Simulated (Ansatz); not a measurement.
## How methods differ on CH2BN (SMILES BC#N)

The species is CH2BN (5 atoms), meant as a singlet with charge 0. As SMILES, `BC#N`. Geometry: relaxed at PBE0-D4/def2-TZVP.

```xyz
5

B    -0.2192    0.4413   -0.3419
C     0.3527   -0.6967    0.4907
N     0.7865   -1.5596    1.1222
H    -0.7443    0.1874   -1.3776
H    -0.1259    1.5540    0.0653
```

Each level gives the energy change with the B1–C2 bond stretched from 1.522 to 2.282 Å (eV). The values are calculated.

```tsv
level	kind	program	value (eV)	less CCSD(T)/STO-3G	CPU time (all runs)
HF/STO-3G (restricted)	Hartree–Fock	Ansatz	4.07	+0.77	0.16 s
BLYP/STO-3G (restricted)	GGA	Ansatz	3.12	-0.18	1.7 s
PBE/STO-3G (restricted)	GGA	Ansatz	3.28	-0.02	1.7 s
r2SCAN/STO-3G (restricted)	meta-GGA	Ansatz	3.44	+0.14	4 s
B3LYP/STO-3G (restricted)	global hybrid	Ansatz	3.41	+0.11	1.8 s
PBE0/STO-3G (restricted)	global hybrid	Ansatz	3.59	+0.29	1.7 s
wB97X/STO-3G (restricted)	range-separated hybrid	Ansatz	3.63	+0.33	7.3 s
B2PLYP/STO-3G (restricted)	double hybrid	Ansatz	3.50	+0.20	2.4 s
RPA@PBE/STO-3G (restricted)	RPA	Ansatz	3.10	-0.20	2.6 s
CCSD(T)/STO-3G (restricted)	coupled cluster or CI	Ansatz	3.30	0.00	0.29 s
```

Differences are taken from CCSD(T)/STO-3G (restricted) for orientation; it has basis-set and higher-order errors of its own. Its T1 diagnostic reaches 0.021, a sign that one reference may not serve. The first shape isn't each level's own minimum. The values span 3.10 to 4.07 eV. All rows use very small basis sets, so even the best lies far from the true value. CPU times are rough (shared hosts, several kinds of processor): they show what a rung costs within a factor of a few.

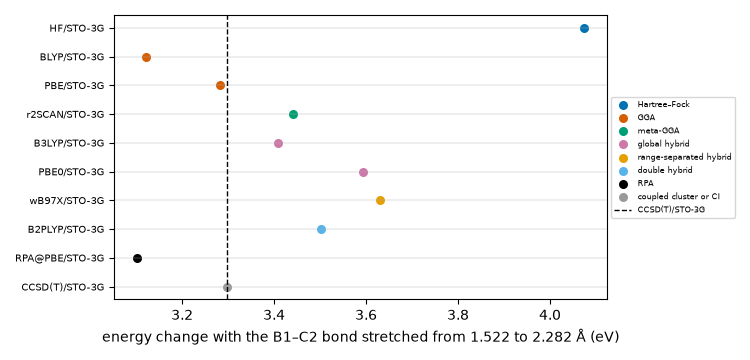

The values of the table, level by level.
